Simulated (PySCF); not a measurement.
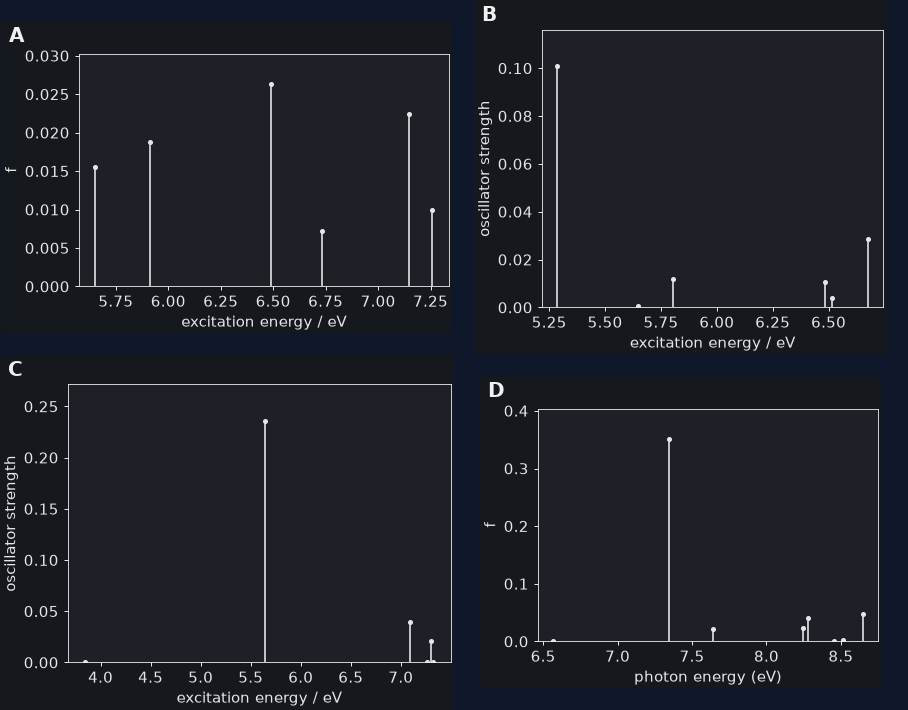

Vertical TDDFT excitations, PBE0/def2-SVPD in PySCF, at a GFN2-xTB geometry (no frequency check), gas phase. Each panel shows the lowest singlet states that were computed.

> Assign the panels.
1. C₂H₄F₂Ge, SMILES C=[CH][GeH]([F])[F], singlet
2. C₅H₇FO, SMILES C=C(F)C(=O)CC
3. C₃H₆BFOS₂, SMILES CO[C@@H]1SBS[C@@H]1F
4. C₃H₁₁NSi, SMILES C[SiH2]N(C)C

A: 4 (S1 at 5.65 eV, brightest at 6.49 eV)
B: 3 (S1 at 5.29 eV, brightest at 5.29 eV)
C: 2 (S1 at 3.84 eV, brightest at 5.65 eV)
D: 1 (S1 at 6.57 eV, brightest at 7.34 eV)

Caveats, for all or some of the runs: core orbitals are frozen in the response; one conformer of a flexible molecule; states above the negative HOMO energy depend on the basis; the tight-binding geometry is rougher than a DFT one and adds to the error.
